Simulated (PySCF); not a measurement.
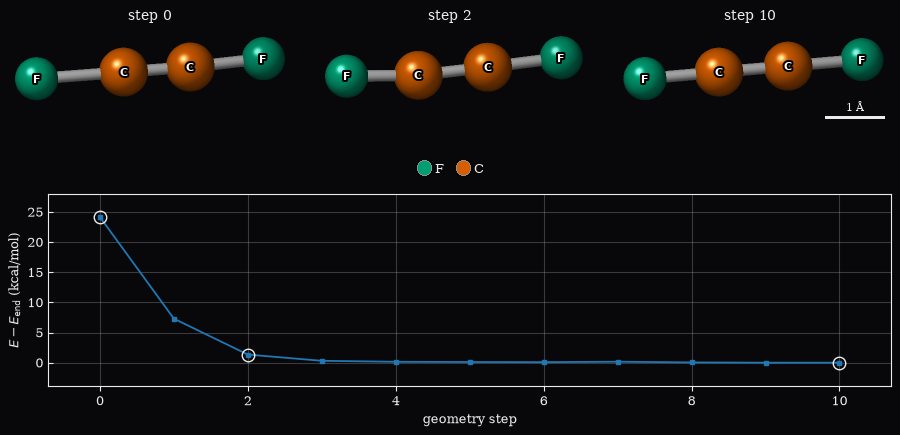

Frames of a relaxation of C2F2, marked on the history of the run. The picture is a ball-and-stick view, seen at a tilt.

The start comes from MMFF94s. Its atoms were then displaced at random by about 0.03 Å.

Theory: PySCF 2.14.0, density-fitted response routines, PBE0-D3(BJ)/def2-SVP geometry optimisation, gas phase. 

Question: Describe the path.

Answer: After 10 geometry steps the energy has fallen by 24.1 kcal/mol. The atom that moves furthest after the best rigid fit is an F atom (0.15 Å). By element the largest moves are F 0.15 Å, C 0.08 Å. Some distances before and after: C–F 1.504 → 1.278 Å, C–C 1.154 → 1.195 Å, C–F 1.265 → 1.278 Å. Bond angles that change, for instance: F–C–C 177.4° → 179.9°. From step 0 to 2: an F atom moves most (0.18 Å), energy −22.8 kcal/mol. From step 2 to 10: a C atom moves most (0.07 Å), energy −1.34 kcal/mol.

```tsv
step	E − E(0), kcal/mol
0	0.00
1	-16.85
2	-22.80
3	-23.84
4	-24.00
5	-24.03
6	-24.06
7	-23.99
8	-24.10
9	-24.14
10	-24.14
```
